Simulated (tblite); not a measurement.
**Geometry relaxation of C6H13BGeO (part 3 of 3)**

The same run, continued: C6H13BGeO; GFN2-xTB geometry optimisation, gas phase (tblite 0.8.0). It belongs to a series of runs on one base structure; here: GeH2 inserted into a C-O bond.

Geometry of the input (Å):
```
C  2.7496  0.3783  -0.4035
C  1.5033  0.0508  -0.0147
Ge 1.0459  -1.8302  0.1414
O  -0.3743  -1.9561  1.2292
B  -1.2124  -0.8065  0.9323
C  -2.5273  -0.9960  0.0415
C  -0.6392  0.6655  1.2350
C  0.4503  1.1131  0.2302
C  -0.1735  1.5222  -1.1129
H  3.0165  1.4211  -0.5276
H  3.4813  -0.3855  -0.6053
H  0.6782  -2.3908  -1.2608
H  2.2218  -2.6114  0.7538
H  -2.2522  -1.5025  -0.9093
H  -3.2547  -1.6102  0.6029
H  -2.9843  -0.0101  -0.1715
H  -0.1987  0.6457  2.2619
H  -1.4766  1.3892  1.2565
H  0.9306  2.0136  0.6661
H  0.6080  1.9431  -1.7791
H  -0.6542  0.6623  -1.6140
H  -0.9485  2.3135  -0.9531
```

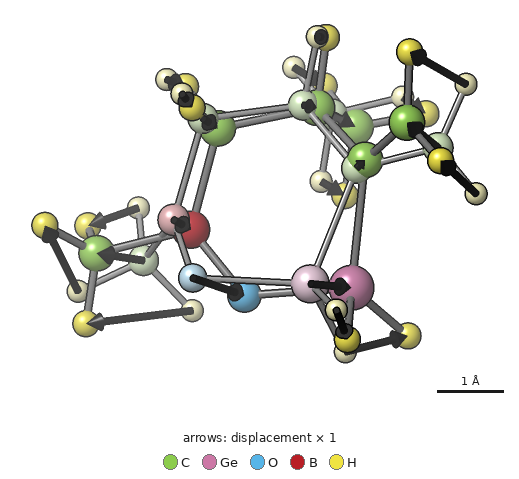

*Start (faint) and end (solid) with the displacements as black arrows, at true length (ball-and-stick view, seen at a tilt). The two geometries are laid on each other by the best rigid fit.*

After 150 geometry steps the energy has fallen by 76.9 kJ/mol. The largest force component goes from 1.8 to 0.009 eV/Å. The largest move after the best rigid fit is that of H14, 1.78 Å. Largest moves by element: H 1.78 Å, O 1.41 Å, C 0.88 Å, Ge 0.85 Å, B 0.48 Å. Distances before and after: O4–B5 1.453 → 1.336 Å, Ge3–H12 1.554 → 1.512 Å, C9–H22 1.119 → 1.088 Å, Ge3–H13 1.539 → 1.510 Å. Among the angles that change: Ge3–O4–B5 106.1° → 127.6°, C2–Ge3–H12 109.4° → 118.9°, Ge3–C2–C8 120.1° → 113.8°. (Atoms are counted from 1 in the order of the input.)

Key numbers:

```csv
quantity,value
outcome,converged
total energy,−727.4792 eV
wall time,2.4 s
peak memory,0.18 GiB
```
